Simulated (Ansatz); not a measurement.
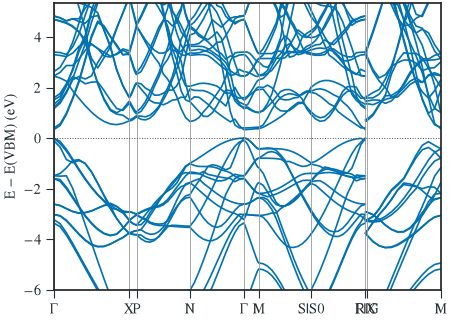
Fig. 1. Band structure from plane-wave PAW PBE (Ansatz code)

### Question
Read off the gap and where the band edges lie.

### Answer
About 0.3 eV (0.33 eV by a search for the band edges); maximum at Γ, minimum at Γ.

### Question
Which of these materials gives this?
(A) MgIn2O4, I-4 (In on 2b, In on 2d, Mg on 2a, O on 8g)
(B) ZnIn2O4, I-4 (In on 2b, In on 2d, Zn on 2a, O on 8g)
(C) SiGe, I-4m2 (Pearson symbol tI20)

### Answer
C, SiGe, I-4m2 (Pearson symbol tI20)

The start of the workflow was typed in or built on a structure type; neither database checked (COD, Materials Project) lists it. Its standing as an ambient phase is unchecked. Symmetry was held in the PBE relaxation; whether a distortion lowers the energy is not shown. Scalar-relativistic: spin–orbit coupling is off unless named, which matters more the heavier the elements.

Potentials: the earlier of the program's two PAW sets.
